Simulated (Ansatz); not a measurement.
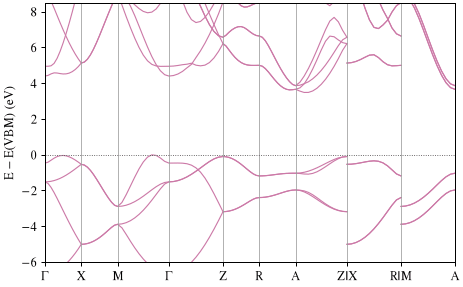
Figure. Band structure from DFT-PBEsol in the program Ansatz with PAW potentials

The gap is 3.47 eV; an edge lies off the plotted path or next to a special point (maximum off the standard path, minimum on the A–Z line, 20 % of the way from A).

The material is MgH2 (rutile, P4_2/mnm).

The cell was relaxed with PBEsol under the symmetry of its start; of distortions, only those at the zone centre were tested.

Potentials: the later of the program's two PAW sets.
